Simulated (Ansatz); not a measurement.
Molecular dynamics, with input and output: CH$_{8}$GeO (part 4 of 4)

CH$_{8}$GeO; RKS LDA/def2-mTZVP (Ansatz 0.2.0). It belongs to a series of runs on one base structure; here: dynamics from the highest image of the converged band.

Geometry of the input (Å):
```
Ge -0.2628  0.3588  -0.3773
H  -0.0258  0.6771  1.5150
C  1.6011  -0.1824  -0.4237
H  1.7068  -1.1852  0.0185
H  1.9559  -0.2296  -1.4654
H  2.2203  0.5133  0.1590
H  -0.5791  1.8549  -0.5529
H  -0.9455  -0.3900  -1.5746
O  -1.6556  -0.5162  0.8013
H  -1.6050  -1.4983  0.7818
H  -0.8966  -0.0322  1.5400
```

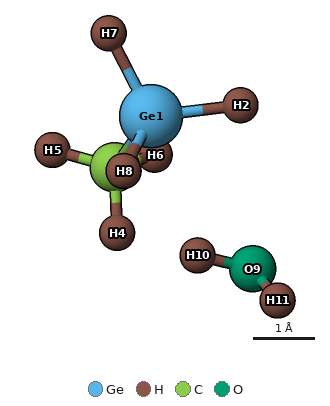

Figure 1. The geometry at step 164 of the log (ball-and-stick view, seen at an oblique angle; atoms are numbered from 1 in the order of the input).

**Trajectory as extended XYZ, continued**
```
11
Properties=species:S:1:pos:R:3:forces:R:3 step=128 time_fs=64.0 energy=-59620.41567 temperature=1069.3
Ge   -0.1437    0.4912   -0.4556   -0.1591  -0.4988  -1.2775
H    -0.8149    1.3252    0.5853    0.0338   0.3379   0.7908
C     1.6372   -0.2750   -0.4614    0.5851   0.2188  -0.5373
H     1.7183   -1.3636   -0.3230   -0.2424   0.0892   0.2297
H     1.8944   -0.0742   -1.5330    0.1681  -0.2107   0.5700
H     2.4057    0.2245    0.1555   -0.2190  -0.0377  -0.0296
H    -0.0562    1.3705   -1.7354   -0.1131   0.1782   0.0774
H    -1.1217   -0.6286   -0.8781    0.0483   0.0101  -0.0593
O    -2.0699   -0.9386    1.2642   -0.2949   0.1357   0.8995
H    -2.1382   -1.7652    0.7557   -0.0848  -0.1807   0.0056
H    -2.4962   -1.1124    2.1435    0.2779  -0.0419  -0.6693
11
Properties=species:S:1:pos:R:3:forces:R:3 step=133 time_fs=66.5 energy=-59620.42143 temperature=1074.3
Ge   -0.1323    0.5014   -0.4672   -0.1134  -0.6452  -1.3131
H    -0.7834    1.3341    0.5664   -0.1336   0.5112   0.9858
C     1.6330   -0.2771   -0.4569    0.4989  -0.0881   0.0525
H     1.7073   -1.3722   -0.3133   -0.2267   0.3186   0.2496
H     1.8659   -0.0878   -1.5103    0.4177  -0.1266  -0.1652
H     2.4072    0.2356    0.1401   -0.1966  -0.0891   0.0198
H    -0.0390    1.3562   -1.7598   -0.1311   0.2024   0.0678
H    -1.1028   -0.6256   -0.8677   -0.0621  -0.0471  -0.0493
O    -2.1088   -0.9776    1.3155   -0.2670   0.1501   0.7853
H    -2.2044   -1.7525    0.7393   -0.0541  -0.2422  -0.1778
H    -2.6086   -1.2017    2.1384    0.2680   0.0561  -0.4555
11
Properties=species:S:1:pos:R:3:forces:R:3 step=138 time_fs=69.0 energy=-59620.46926 temperature=1115.3
Ge   -0.1211    0.5111   -0.4797   -0.4919  -0.1721  -0.6510
H    -0.7574    1.3703    0.6021    0.1627   0.0520   0.3558
C     1.6313   -0.2796   -0.4523    0.2164  -0.0283   0.2032
H     1.6831   -1.3642   -0.2885   -0.1518   0.0761   0.2914
H     1.8617   -0.1092   -1.4960    0.5222  -0.1033  -0.6055
H     2.3981    0.2422    0.1268    0.0455   0.0158   0.2287
H    -0.0295    1.3540   -1.7800   -0.1480   0.2081   0.0958
H    -1.0874   -0.6251   -0.8600   -0.1337  -0.0397  -0.0113
O    -2.1487   -1.0163    1.3692    0.0683  -0.4815  -0.6560
H    -2.2728   -1.7496    0.7160    0.1627   0.5216   0.2681
H    -2.7080   -1.2889    2.1103   -0.2525  -0.0486   0.4808
11
Properties=species:S:1:pos:R:3:forces:R:3 step=144 time_fs=72.0 energy=-59620.50950 temperature=1149.9
Ge   -0.1082    0.5226   -0.4955   -0.8798   0.3604   0.0813
H    -0.7122    1.4150    0.6690    0.4572  -0.5048  -0.4393
C     1.6309   -0.2824   -0.4463    0.3836   0.3424  -0.6729
H     1.6426   -1.3507   -0.2359   -0.0441  -0.2043   0.2790
H     1.8949   -0.1449   -1.5158    0.2616  -0.2716   0.2566
H     2.3904    0.2511    0.1283    0.1043   0.0163   0.2581
H    -0.0300    1.3675   -1.7964   -0.1618   0.1864   0.1410
H    -1.0791   -0.6267   -0.8513   -0.1278   0.0631   0.0547
O    -2.1966   -1.0650    1.4314   -0.5400  -0.6052   0.1092
H    -2.3423   -1.7109    0.7046    0.2357   0.3075  -0.0247
H    -2.8390   -1.3934    2.1037    0.3112   0.3097  -0.0430
11
Properties=species:S:1:pos:R:3:forces:R:3 step=149 time_fs=74.5 energy=-59620.55019 temperature=1185.1
Ge   -0.0983    0.5325   -0.5086   -0.8925   0.4213   0.2367
H    -0.6466    1.4227    0.7008    0.4103  -0.5831  -0.6106
C     1.6326   -0.2832   -0.4444    0.7084   0.1360  -0.6968
H     1.6056   -1.3491   -0.1744    0.0398   0.1347   0.1095
H     1.9412   -0.1912   -1.5214    0.0650  -0.3051   0.6621
H     2.3897    0.2590    0.1456   -0.1218  -0.1388   0.0507
H    -0.0408    1.3910   -1.8010   -0.1527   0.1475   0.1464
H    -1.0805   -0.6244   -0.8408   -0.0821   0.1620   0.0888
O    -2.2385   -1.1080    1.4833   -0.7149  -0.3676   0.6822
H    -2.3855   -1.6571    0.6947    0.1499  -0.0183  -0.3983
H    -2.9324   -1.4631    2.1005    0.5904   0.4115  -0.2706
11
Properties=species:S:1:pos:R:3:forces:R:3 step=154 time_fs=77.0 energy=-59620.64480 temperature=1266.0
Ge   -0.0890    0.5427   -0.5215   -0.6096   0.1579  -0.0458
H    -0.5575    1.3973    0.6985    0.1525  -0.2934  -0.2645
C     1.6377   -0.2834   -0.4456    0.5806  -0.2593   0.0832
H     1.5708   -1.3399   -0.1064    0.1049   0.4209  -0.0848
H     1.9926   -0.2552   -1.4919    0.1131  -0.2250   0.1728
H     2.3825    0.2594    0.1665   -0.1970  -0.1404  -0.0547
H    -0.0608    1.4234   -1.7971   -0.1277   0.1025   0.1136
H    -1.0870   -0.6126   -0.8252   -0.0582   0.1995   0.0857
O    -2.2827   -1.1525    1.5371    0.1144  -0.1893  -0.6693
H    -2.4189   -1.6005    0.6675    0.1714   0.3144   0.3535
H    -2.9967   -1.5115    2.0855   -0.2443  -0.0876   0.3104
11
Properties=species:S:1:pos:R:3:forces:R:3 step=159 time_fs=79.5 energy=-59620.68065 temperature=1297.0
Ge   -0.0803    0.5530   -0.5345   -0.1532  -0.2757  -0.6648
H    -0.4596    1.3555    0.6824   -0.1691   0.2221   0.4544
C     1.6456   -0.2847   -0.4466    0.1313  -0.2974   0.5718
H     1.5420   -1.3084   -0.0426    0.0922   0.1537  -0.0998
H     2.0513   -0.3328   -1.4526    0.2246  -0.1523  -0.3919
H     2.3649    0.2527    0.1851   -0.0026   0.0878   0.0285
H    -0.0883    1.4619   -1.7865   -0.0979   0.0631   0.0674
H    -1.0971   -0.5893   -0.8046   -0.0806   0.1529   0.0561
O    -2.3267   -1.1976    1.5888    0.3515  -0.0243  -0.9051
H    -2.4428   -1.5273    0.6592    0.0638   0.2710   0.7100
H    -3.0717   -1.5630    2.0852   -0.3599  -0.2010   0.1733
11
Properties=species:S:1:pos:R:3:forces:R:3 step=164 time_fs=82.0 energy=-59620.67875 temperature=1295.5
Ge   -0.0716    0.5631   -0.5481    0.1494  -0.4110  -0.9249
H    -0.3708    1.3256    0.6917   -0.2903   0.4561   0.7933
C     1.6543   -0.2874   -0.4451    0.1269  -0.1523   0.0412
H     1.5183   -1.2687    0.0159    0.0175  -0.3051   0.0125
H     2.1212   -0.4192   -1.4314   -0.0410  -0.0110   0.0090
H     2.3470    0.2510    0.2051    0.1616   0.2792   0.0430
H    -0.1217    1.5042   -1.7717   -0.0630   0.0334   0.0373
H    -1.1122   -0.5571   -0.7806   -0.1240   0.0634   0.0227
O    -2.3696   -1.2429    1.6376   -0.3024  -0.1051   0.5138
H    -2.4636   -1.4395    0.6872   -0.1504  -0.0597  -0.0339
H    -3.1626   -1.6237    2.0922    0.5157   0.2121  -0.5141
11
Properties=species:S:1:pos:R:3:forces:R:3 step=169 time_fs=84.5 energy=-59620.68439 temperature=1300.1
Ge   -0.0629    0.5729   -0.5623    0.1905  -0.0549  -0.2997
H    -0.2982    1.3201    0.7435   -0.1864   0.1387   0.2098
C     1.6638   -0.2910   -0.4433    0.4190  -0.3150  -0.1628
H     1.4961   -1.2444    0.0742    0.0145  -0.2270  -0.0602
H     2.1883   -0.5057   -1.4093   -0.4064   0.2158   0.5177
H     2.3373    0.2645    0.2263    0.0530   0.1882  -0.1974
H    -0.1588    1.5485   -1.7546   -0.0180   0.0072   0.0310
H    -1.1345   -0.5210   -0.7552   -0.1330   0.0015   0.0015
O    -2.4134   -1.2885    1.6878    0.0147   0.0052   0.3117
H    -2.4922   -1.3532    0.7175   -0.1567  -0.0510  -0.0154
H    -3.2292   -1.6746    2.0732    0.2089   0.0913  -0.3362
11
Properties=species:S:1:pos:R:3:forces:R:3 step=174 time_fs=87.0 energy=-59620.64124 temperature=1263.2
Ge   -0.0540    0.5826   -0.5768    0.1636   0.2574   0.5003
H    -0.2369    1.3227    0.8072   -0.0981  -0.2367  -0.5562
C     1.6752   -0.2963   -0.4419    0.2384  -0.5118   0.4981
H     1.4751   -1.2320    0.1282    0.0915   0.1737  -0.2583
H     2.2330   -0.5801   -1.3603   -0.3684   0.2840   0.2322
H     2.3306    0.2888    0.2359   -0.0763   0.0060  -0.3975
H    -0.1969    1.5933   -1.7356    0.0389  -0.0255   0.0336
H    -1.1644   -0.4844   -0.7297   -0.0599   0.0095  -0.0100
O    -2.4570   -1.3341    1.7389    0.6463   0.3518  -0.8606
H    -2.5292   -1.2702    0.7509    0.0187  -0.0396   0.7124
H    -3.2865   -1.7216    2.0355   -0.5947  -0.2689   0.1060
11
Properties=species:S:1:pos:R:3:forces:R:3 step=179 time_fs=89.5 energy=-59620.58972 temperature=1218.9
Ge   -0.0450    0.5926   -0.5909    0.1434   0.2428   0.8754
H    -0.1819    1.3125    0.8399   -0.0971  -0.3357  -0.8618
C     1.6876   -0.3039   -0.4381   -0.4279  -0.2869   1.0296
H     1.4593   -1.2111    0.1680    0.1086   0.2099  -0.2064
H     2.2575   -0.6387   -1.2998   -0.0127   0.1280  -0.5054
H     2.3207    0.3144    0.2233    0.0337   0.0086  -0.2828
H    -0.2327    1.6364   -1.7147    0.1056  -0.0632   0.0245
H    -1.1975   -0.4470   -0.7048    0.0753   0.0563  -0.0289
O    -2.4987   -1.3785    1.7872   -0.3381  -0.0559  -0.4096
H    -2.5655   -1.1896    0.8209    0.1382  -0.0138   0.3775
H    -3.3695   -1.7802    2.0008    0.2711   0.1099  -0.0120
11
Properties=species:S:1:pos:R:3:forces:R:3 step=185 time_fs=92.5 energy=-59620.55432 temperature=1188.5
Ge   -0.0341    0.6048   -0.6069    0.1487  -0.0865   0.6665
H    -0.1241    1.2764    0.8155   -0.1577  -0.0753  -0.4714
C     1.6997   -0.3147   -0.4275   -0.6338   0.1008   0.2198
H     1.4480   -1.1739    0.2030    0.0284  -0.2227   0.1900
H     2.2837   -0.6982   -1.2636   -0.1089   0.1611  -0.4580
H     2.3133    0.3473    0.1882    0.2714   0.1249   0.0033
H    -0.2668    1.6832   -1.6880    0.1866  -0.0963  -0.0253
H    -1.2309   -0.3979   -0.6776    0.1934   0.0569  -0.0765
O    -2.5505   -1.4323    1.8435   -0.8090  -0.3470   0.0278
H    -2.5982   -1.0918    0.9298    0.2026   0.1363  -0.1322
H    -3.4469   -1.8419    1.9596    0.6781   0.2477   0.0561
11
Properties=species:S:1:pos:R:3:forces:R:3 step=190 time_fs=95.0 energy=-59620.51399 temperature=1153.7
Ge   -0.0248    0.6148   -0.6196    0.2088  -0.4834   0.0855
H    -0.0861    1.2410    0.7645   -0.2103   0.3481   0.3424
C     1.7065   -0.3234   -0.4170   -0.2743   0.1867  -0.4743
H     1.4414   -1.1539    0.2416    0.0782  -0.2387   0.2433
H     2.2980   -0.7369   -1.2625   -0.4828   0.3442   0.1056
H     2.3228    0.3810    0.1568    0.1843  -0.0671  -0.0199
H    -0.2834    1.7160   -1.6673    0.2424  -0.0975  -0.1009
H    -1.2469   -0.3536   -0.6597    0.1800  -0.0272  -0.1275
O    -2.5965   -1.4781    1.8901    0.3374   0.5374  -0.7158
H    -2.6126   -1.0046    1.0188    0.1914  -0.2261   0.5333
H    -3.4742   -1.8801    1.9284   -0.4552  -0.2764   0.1282
11
Properties=species:S:1:pos:R:3:forces:R:3 step=195 time_fs=97.5 energy=-59620.46244 temperature=1109.6
Ge   -0.0153    0.6245   -0.6322    0.2959  -0.7033  -0.1908
H    -0.0604    1.2258    0.7327   -0.2244   0.6083   0.8576
C     1.7117   -0.3312   -0.4085   -0.2899   0.2478  -0.1730
H     1.4401   -1.1460    0.2927    0.2448   0.1655  -0.1025
H     2.2856   -0.7565   -1.2579   -0.4442   0.2295   0.1322
H     2.3426    0.4101    0.1238   -0.0285  -0.3593  -0.1173
H    -0.2855    1.7431   -1.6527    0.2823  -0.0769  -0.1796
H    -1.2524   -0.3110   -0.6495    0.0935  -0.1436  -0.1694
O    -2.6417   -1.5223    1.9343    0.3077   0.5842  -0.6005
H    -2.6165   -0.9301    1.1361    0.0144  -0.4476   0.5834
H    -3.5212   -1.9310    1.9034   -0.2516  -0.1044  -0.0402
11
Properties=species:S:1:pos:R:3:forces:R:3 step=200 time_fs=100.0 energy=-59620.46198 temperature=1109.1
Ge   -0.0056    0.6336   -0.6449    0.3413  -0.5020   0.4437
H    -0.0480    1.2445    0.7469   -0.2023   0.4124   0.3883
C     1.7153   -0.3376   -0.4009   -0.7057   0.5159   0.2955
H     1.4527   -1.1296    0.3385    0.2732   0.2929  -0.2894
H     2.2484   -0.7639   -1.2481   -0.0736  -0.1409  -0.3389
H     2.3618    0.4195    0.0848   -0.0215  -0.3282  -0.0355
H    -0.2708    1.7655   -1.6486    0.3072  -0.0639  -0.2214
H    -1.2523   -0.2768   -0.6492    0.0188  -0.2160  -0.1885
O    -2.6860   -1.5645    1.9764   -0.4996  -0.4067   0.1188
H    -2.6195   -0.8789    1.2843   -0.1573  -0.0521  -0.0812
H    -3.5791   -1.9858    1.8768    0.7195   0.4886  -0.0914
```

**Results in brief**

```tsv
quantity	value
outcome	finished
mean temperature over the second half	1144 K
trajectory	200 steps, 100 fs
ensemble	nve
temperature in the input	100.0 K
time step	0.5 fs
potential energy (last step)	−59620.4620 eV
mean-field energy (last step)	−59620.4620 eV
largest force (length of the vector) (last step)	0.923 eV/Å
hardware	2 threads of Arm Neoverse V1, 24 GiB of memory available, shared host
wall time	3.8 min (CPU time 7.2 min)
peak memory	0.13 GiB
```

So short a trajectory is not equilibrated.
